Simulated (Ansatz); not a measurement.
# CH6HfO3S: small, medium and large basis sets

How large a basis does CH6HfO3S need? Two functionals are run in growing sets.

Computed with Ansatz 0.2.0, Gaussian basis. Level: one geometry, several basis sets.

The runs, in order: PBE0-D4/def2-SVP; ωB97M-V/def2-SVP; PBE0-D4/def2-QZVPP; ωB97M-V/def2-QZVPP; the functionals' def2-TZVPP values are taken from earlier runs.

## 1. The relaxed structure

The geometry comes from an earlier relaxation with PBE0-D4 in a triple-zeta def2 set; it is a stationary point, not always the lowest conformer. Hf takes the def2 core potential; no spin-orbit term is included.

SMILES `C[S][Hf]([OH])([OH])[OH]`, 12 atoms, charge 0, spin multiplicity 1.

Atoms are counted from 1 here; the program's logs count them from 0.

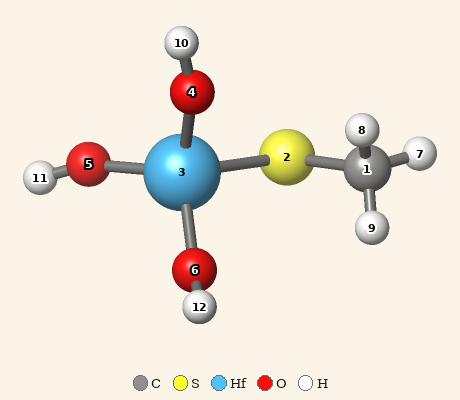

The structure; carbon grey, sulfur yellow, hafnium blue, oxygen red, hydrogen white; atoms are numbered from 1 in the order of the file.

## 2. PBE0-D4 in def2-SVP

Contents of in.yaml:

```yaml
crystal:
  periodic: [false, false, false]
  atoms:
    - {symbol: C, position_ang: [-2.013815, 0.129772, 1.020139]}
    - {symbol: S, position_ang: [-1.369864, -1.241418, -0.000317]}
    - {symbol: Hf, position_ang: [0.818788, -0.263223, -0.547246]}
    - {symbol: O, position_ang: [1.758772, 0.037688, 1.109987]}
    - {symbol: O, position_ang: [1.698895, -1.544836, -1.672695]}
    - {symbol: O, position_ang: [0.518476, 1.434336, -1.404200]}
    - {symbol: H, position_ang: [-2.932999, -0.216753, 1.492310]}
    - {symbol: H, position_ang: [-1.311581, 0.411225, 1.806161]}
    - {symbol: H, position_ang: [-2.243445, 0.999730, 0.404960]}
    - {symbol: H, position_ang: [2.365818, -0.194562, 1.805268]}
    - {symbol: H, position_ang: [2.128315, -1.918980, -2.435070]}
    - {symbol: H, position_ang: [0.582650, 2.367031, -1.579286]}
basis:
  gaussian: {orbitals: def2-SVP}
hamiltonian: {xc: pbe0, dispersion: d4}
output: {orbitals: {seedname: orbitals}}
```

The run is started by

```
ansatz run in.yaml --threads 4 --pin off --events-out ev --progress --plain --max-ram 11315MiB
```

The program printed:

```text
Functional definition: PBE0
  name "PBE0"
  cite "Adamo & Barone, J. Chem. Phys. 110, 6158 (1999) doi:10.1063/1.478522"
  cite "Perdew, Burke & Ernzerhof, Phys. Rev. Lett. 77, 3865 (1996) doi:10.1103/PhysRevLett.77.3865"
  parent pbe
  parameter a = 0.25
  parameter kappa = 0.804
  parameter beta = 0.06672455060314922
  exchange = (1 - a)*pbe_x(kappa = kappa, mu = beta*pi^2/3) + a*exact_x
  correlation = pbe_c(beta = beta)
1490 factors; their error is unknown
mean field evaluation 1: about -19388.0300 eV, gradient 9.2e1 eV
mean field evaluation 2: about -19343.8576 eV, gradient 1.8e2 eV
mean field evaluation 4: about -19403.3310 eV, gradient 6.0e0 eV
mean field evaluation 8: about -19403.4232 eV, gradient 3.1e-1 eV
mean field evaluation 16: about -19403.5716 eV, gradient 2.3e-4 eV
mean field -19403.57164101 eV, -713.0681055938 hartree, gradient 2.8e-5 eV, S^2 0.000000; 0 other end points of the search recorded, 0 dependent functions left out
reference -19403.57170259 eV, -713.0681078569 hartree; 32, 32 occupied and 104, 104 virtual orbitals, 1490 factors
Total energy: -19403.80092199 eV, -713.0765315144 hartree
```

Wall time 1.9 s (4 threads of Arm Neoverse V2, shared host).

## 3. ωB97M-V in def2-SVP

Edit in.yaml of step 2 so:

```diff
@@ -17,3 +17,3 @@
   gaussian: {orbitals: def2-SVP}
-hamiltonian: {xc: pbe0, dispersion: d4}
+hamiltonian: {xc: {name: wB97M-V}}
 output: {orbitals: {seedname: orbitals}}
```

Launched as before.

The program printed, shortened:

```text
Functional definition: wB97M-V
  name "wB97M-V"
  cite "Mardirossian & Head-Gordon, J. Chem. Phys. 144, 214110 (2016) doi:10.1063/1.4952647"
  cite "Becke, J. Chem. Phys. 107, 8554 (1997) doi:10.1063/1.475007"
  cite "Vydrov & Van Voorhis, J. Chem. Phys. 133, 244103 (2010) doi:10.1063/1.3521275"
  # Of w^i u^j: cxij and so on, Table III.
[...]
  gx(w, u) = 1 - cx + cx01*u + cx10*w
  gss(w, u) = css00 + css04*u^4 + css10*w + css20*w^2 + css43*w^4*u^3
  gos(w, u) = cos00 + cos10*w + (cos20 + cos21*u)*w^2 + (cos60 + cos61*u)*w^6
[...]
      + integral(e_c_pw_mod_opposite_spin*gos(b97_w_opposite, b97_u_opposite)) + vv10(b, c)
1457 factors; their error is unknown
353 factors; integrals over basis functions are off by at most 1.0e-5 eV
[...]
mean field -19410.24620873 eV, -713.3133914335 hartree, gradient 5.7e-5 eV, S^2 0.000000; 0 other end points of the search recorded, 0 dependent functions left out
reference -19410.24630569 eV, -713.3133949968 hartree; 32, 32 occupied and 104, 104 virtual orbitals, 1457 factors
Total energy: -19410.24630569 eV, -713.3133949968 hartree
```

Wall time 8 s (4 threads of Arm Neoverse V2, shared host).

## 4. PBE0-D4 in def2-QZVPP

Edit in.yaml of step 3 so:

```diff
@@ -16,4 +16,4 @@
 basis:
-  gaussian: {orbitals: def2-SVP}
-hamiltonian: {xc: {name: wB97M-V}}
+  gaussian: {orbitals: "def2-QZVPP.json"}
+hamiltonian: {xc: pbe0, dispersion: d4}
 output: {orbitals: {seedname: orbitals}}
```

Launched as before.

The program printed:

```text
Functional definition: PBE0
  name "PBE0"
  cite "Adamo & Barone, J. Chem. Phys. 110, 6158 (1999) doi:10.1063/1.478522"
  cite "Perdew, Burke & Ernzerhof, Phys. Rev. Lett. 77, 3865 (1996) doi:10.1103/PhysRevLett.77.3865"
  parent pbe
  parameter a = 0.25
  parameter kappa = 0.804
  parameter beta = 0.06672455060314922
  exchange = (1 - a)*pbe_x(kappa = kappa, mu = beta*pi^2/3) + a*exact_x
  correlation = pbe_c(beta = beta)
1938 factors; their error is unknown
mean field evaluation 1: about -19397.6650 eV, gradient 1.1e2 eV
mean field evaluation 2: about -19339.6517 eV, gradient 2.0e2 eV
mean field evaluation 4: about -19417.1516 eV, gradient 9.7e0 eV
mean field evaluation 8: about -19417.3663 eV, gradient 3.2e-1 eV
mean field evaluation 16: about -19417.3906 eV, gradient 1.6e-4 eV
mean field -19417.39061040 eV, -713.5759433521 hartree, gradient 6.0e-5 eV, S^2 0.000000; 0 other end points of the search recorded, 0 dependent functions left out
reference -19417.39065392 eV, -713.5759449514 hartree; 32, 32 occupied and 527, 527 virtual orbitals, 1938 factors
Total energy: -19417.61987332 eV, -713.5843686089 hartree
```

It took 13 s on 4 threads of Arm Neoverse V2, shared host; peak memory 2.4 GiB.

## 5. ωB97M-V in def2-QZVPP

Edit in.yaml of step 4 so:

```diff
@@ -17,3 +17,3 @@
   gaussian: {orbitals: "def2-QZVPP.json"}
-hamiltonian: {xc: pbe0, dispersion: d4}
+hamiltonian: {xc: {name: wB97M-V}}
 output: {orbitals: {seedname: orbitals}}
```

Launched as before.

The program printed, shortened:

```text
Functional definition: wB97M-V
  name "wB97M-V"
  cite "Mardirossian & Head-Gordon, J. Chem. Phys. 144, 214110 (2016) doi:10.1063/1.4952647"
  cite "Becke, J. Chem. Phys. 107, 8554 (1997) doi:10.1063/1.475007"
  cite "Vydrov & Van Voorhis, J. Chem. Phys. 133, 244103 (2010) doi:10.1063/1.3521275"
  # Of w^i u^j: cxij and so on, Table III.
[...]
  gx(w, u) = 1 - cx + cx01*u + cx10*w
  gss(w, u) = css00 + css04*u^4 + css10*w + css20*w^2 + css43*w^4*u^3
  gos(w, u) = cos00 + cos10*w + (cos20 + cos21*u)*w^2 + (cos60 + cos61*u)*w^6
[...]
      + integral(e_c_pw_mod_opposite_spin*gos(b97_w_opposite, b97_u_opposite)) + vv10(b, c)
1857 factors; their error is unknown
468 factors; integrals over basis functions are off by at most 8.5e-6 eV
[...]
mean field -19424.28099392 eV, -713.8291602761 hartree, gradient 7.5e-5 eV, S^2 0.000000; 0 other end points of the search recorded, 0 dependent functions left out
reference -19424.28106390 eV, -713.8291628476 hartree; 32, 32 occupied and 527, 527 virtual orbitals, 1857 factors
Total energy: -19424.28106390 eV, -713.8291628476 hartree
```

Wall time 29 s (4 threads of Arm Neoverse V2, shared host); peak memory 2.9 GiB.

## 6. Density functionals: the series

The def2-TZVPP values come from earlier runs at the same geometry.

```
functional       basis  functions  energy (eV)  from the largest (eV)  HOMO (eV)  LUMO (eV)
   PBE0-D4    def2-SVP        136  -19403.8009                 13.819      -6.31       0.04
   PBE0-D4  def2-TZVPP        306  -19416.8554                  0.764      -6.42      -0.12
   PBE0-D4  def2-QZVPP        559  -19417.6199                  0.000      -6.47      -0.35
   ωB97M-V    def2-SVP        136  -19410.2463                 14.035      -8.43       1.29
   ωB97M-V  def2-TZVPP        306  -19423.5526                  0.728      -8.58       1.07
   ωB97M-V  def2-QZVPP        559  -19424.2811                  0.000      -8.63       0.51
```

## 7. Summary of results

| quantity | value |
| --- | --- |
| PBE0-D4: double and triple zeta above quadruple | 13.82, 0.76 eV |
| ωB97M-V: double and triple zeta above quadruple | 14.03, 0.73 eV |

**Reading.** PBE0-D4 gains 13.05 eV from double to triple zeta, then 0.76 eV more. These are total energies; as a rule much of such shifts cancels in differences, which this series doesn't test. The LUMO of ωB97M-V is positive and keeps falling with the basis (1.29 to 0.51 eV): an unbound level that the basis holds in place.

For PBE0-D4 the largest set took about 7 times as long as the smallest (13 s against 1.9 s).
